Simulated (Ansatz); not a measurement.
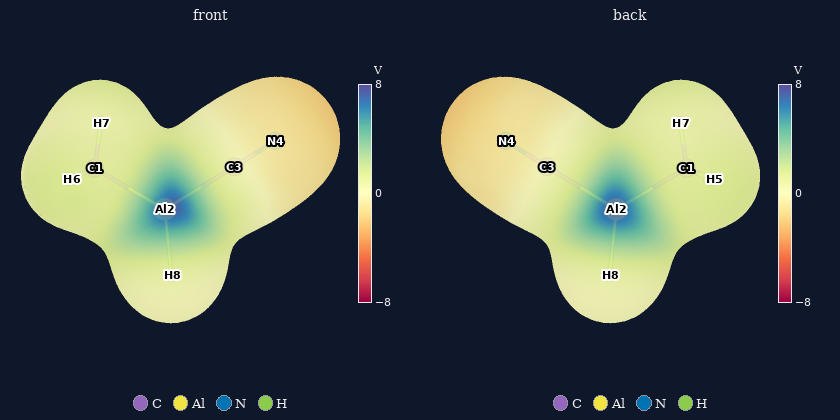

*C2H4AlN. The electrostatic potential painted on the density surface at 0.004 e/bohr³, seen from the front and from behind; red is negative and blue positive.*

Geometry: PBE0-D4/def2-TZVP.

Theory: Ansatz, RKS PBE0-D4/def2-TZVPP.

```xyz
8

C    -0.7079    1.0151   -0.3322
Al   -0.1418   -0.6832    0.4026
C     1.7029   -1.2348    0.1286
N     2.8008   -1.5482   -0.0412
H    -1.5270    0.8731   -1.0450
H    -1.0951    1.6687    0.4562
H     0.1004    1.5405   -0.8442
H    -1.0402   -1.6884    1.2195
```

Q: Where is the surface potential most negative and most positive?

A: The most negative region (about −2.0 V) lies over N4, the most positive (about +7.1 V) over Al2. N4 is the likeliest acceptor of a hydrogen bond.
